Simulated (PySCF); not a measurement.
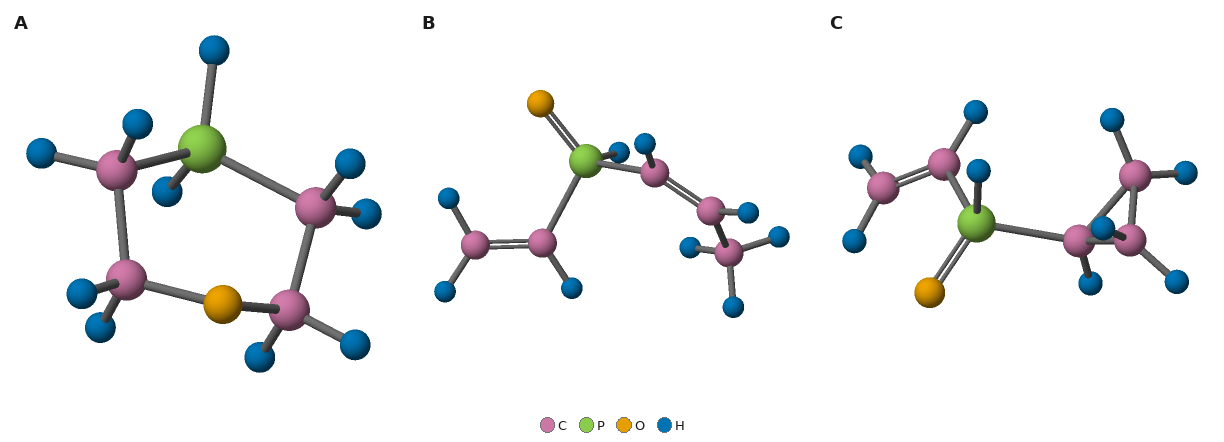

Source: calculation with PySCF.

Match each picture to its SMILES.
(1) C=C[P@@H](=O)/C=C\C
(2) C=C[P@@H](=O)C1CC1
(3) C1C[PH2+]CCO1

Answer. A is (3), B is (1), C is (2).
